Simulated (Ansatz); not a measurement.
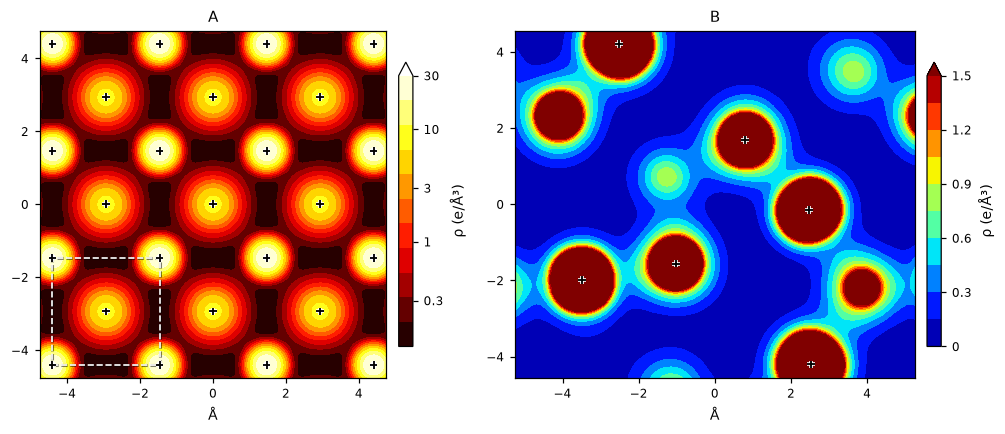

The valence charge density (pseudo) of 2 systems, each on a plane through atoms (crosses mark nuclei in the plane).

Computed with Ansatz, DFT r2SCAN, scalar-relativistic, plane waves, PAW.

System 1: PdPtSe$_{2}$, the (111) plane of the conventional cell. Space group P4₂/m; a generated structure, not necessarily the stable one; computed pressure about −3 GPa in this cell.

```xyz
16
Lattice="6.8308 0.0000 0.0000 0.0000 6.8308 0.0000 0.0000 0.0000 7.0207" Properties=species:S:1:pos:R:3 pbc="T T T"
Pd    1.7399    3.6213    3.5103
Pd    5.0909    3.2095    3.5103
Pd    3.2095    1.7399    0.0000
Pd    3.6213    5.0909    0.0000
Pt    0.0000    3.4154    0.0000
Pt    3.4154    0.0000    3.5103
Pt    0.0000    0.0000    5.2655
Pt    0.0000    0.0000    1.7552
Se    5.5207    4.7363    5.4257
Se    1.3101    2.0945    5.4257
Se    5.5207    4.7363    1.5950
Se    1.3101    2.0945    1.5950
Se    4.7363    1.3101    1.9153
Se    4.7363    1.3101    5.1054
Se    2.0945    5.5207    1.9153
Se    2.0945    5.5207    5.1054
```

System 2: Mg$_{2}$O$_{5}$, the (001) plane of the conventional cell. Space group P4mm; a generated structure, not necessarily the stable one; not relaxed (largest force 0.8 eV/Å); computed pressure about −4 GPa in this cell.

```
CELL_PARAMETERS angstrom
2.93636 0.00000 0.00000
0.00000 2.93636 0.00000
0.00000 0.00000 20.90586
ATOMIC_POSITIONS crystal
Mg 0.00000 0.00000 0.00774
Mg 0.00000 0.00000 0.21451
Mg 0.50000 0.50000 0.11038
Mg 0.50000 0.50000 0.31735
O 0.00000 0.00000 0.67018
O 0.00000 0.00000 0.72839
O 0.50000 0.50000 0.78039
O 0.50000 0.50000 0.83880
O 0.50000 0.50000 0.47040
O 0.50000 0.50000 0.52877
O 0.00000 0.00000 0.11086
O 0.00000 0.00000 0.31778
O 0.50000 0.50000 0.00666
O 0.50000 0.50000 0.21379
```

Which map belongs to which system?

Answer. Panel A is system 2, Mg$_{2}$O$_{5}$: the plane holds Mg and O. Mg–O (2.08 Å): ρ at the midpoint is about 0.36 e/Å³. Panel B is system 1, PdPtSe$_{2}$: the plane holds Pd, Pt and Se. Pd–Se (2.49 Å): ρ at the midpoint is about 0.51 e/Å³.
